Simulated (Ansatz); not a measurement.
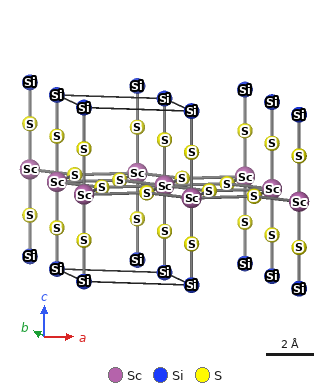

Starting structure of a crystal of ScSiS4 (a generated structure, set up in P6/mmm) (coarse preliminary run). A ball-and-stick model of the cell of the calculation, repeated 2 × 2 × 1 with one cell outlined, seen slightly off an axis.

Level of theory: Ansatz, DFT PBE, scalar-relativistic, plane waves, PAW.

The input:
```yaml
crystal:
  lattice:
    - [4.76445528, 0.0, 0.0]
    - [-2.38222764, 4.12613931, 0.0]
    - [0.0, 0.0, 7.45765901]
  atoms:
    - { symbol: Sc, position: [0.0, 0.0, 0.5] }
    - { symbol: Si, position: [0.0, 0.0, 0.0] }
    - { symbol: S, position: [0.33333333, 0.66666667, 0.5] }
    - { symbol: S, position: [0.66666667, 0.33333333, 0.5] }
    - { symbol: S, position: [0.0, 0.0, 0.23676516] }
    - { symbol: S, position: [0.0, 0.0, 0.76323484] }
basis:
  ecutwfc: 420
kpoints:
  mp_grid: { grid: [6, 6, 4] }
hamiltonian:
  xc: pbe
scf:
  occupations: { method: gaussian, width: 0.1 }
  lower_state_search: "off"
output:
  forces: true
  stress: true
  eigenvalues: true
relax:
  adjacent_minimum: "off"
  f_tol: 0.04
  max_steps: 70
  cell: { stress_tol: 0.4 }
```

Run as
```bash
ansatz run input.yaml --threads 1 --pin off --max-ram 2560MiB --backend cpu --events-out ev --progress --plain --runs-dir out
```

> Predict the outcome.

After 9 accepted moves (11 points after the start) the energy has fallen by 6.954 eV per cell of the calculation. Largest force component: 3 eV/Å at the start, 0.03 eV/Å at the end. The pressure goes from 26.10 to −0.05 GPa. The SCF was repeated twice at an unchanged geometry on a basis and grid sized afresh for the cell, which shifted the energy by 54.7 meV per cell of the calculation at most. The largest moves relative to the cell, 0.39 Å, are those of S5 and S6. S6 goes along +c. Sc and Si stay in place. The volume changes by +22.7 %, with a = b 4.764 → 4.589 Å (−3.7 %), c 7.458 → 9.861 Å (+32.2 %). Among the contacts that change: Sc1–S5 1.963 → 2.988 Å, Si2–S5 1.766 → 1.943 Å, Sc1–S3 2.751 → 2.649 Å. The space group stays P6/mmm (No. 191).

Step by step:

```csv
step,"E − E(0), meV/atom","largest force component, eV/Å","pressure, GPa","volume, Å³/atom",note
0,0.00,3.0152,26.10,24.435,
1,-513.96,1.1530,15.72,25.572,
2,-827.08,0.5176,8.96,26.475,
3,-1007.12,0.4208,4.62,27.158,
4,-1102.67,0.0835,2.13,27.785,
5,-1138.37,0.5889,0.40,28.283,
6,-1146.30,0.4130,0.46,29.217,
7,-1147.59,0.0131,0.13,29.070,
8,-1156.70,0.0175,0.48,29.070,"same geometry, new basis"
9,-1158.60,0.1241,-0.06,29.679,
10,-1158.99,0.0293,-0.05,29.971,
11,-1159.05,0.0295,-0.05,29.971,"same geometry, new basis"
```

The structure at the end:

```
CELL_PARAMETERS angstrom
4.58873 0.00000 0.00000
-2.29437 3.97396 0.00000
0.00000 0.00000 9.86135
ATOMIC_POSITIONS crystal
Sc 0.00000 0.00000 0.50000
Si 0.00000 0.00000 0.00000
S 0.33333 0.66667 0.50000
S 0.66667 0.33333 0.50000
S 0.00000 0.00000 0.19701
S 0.00000 0.00000 0.80299
```

The end point in the same view:

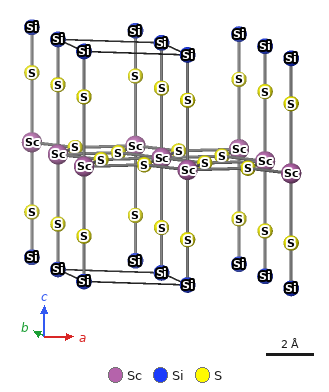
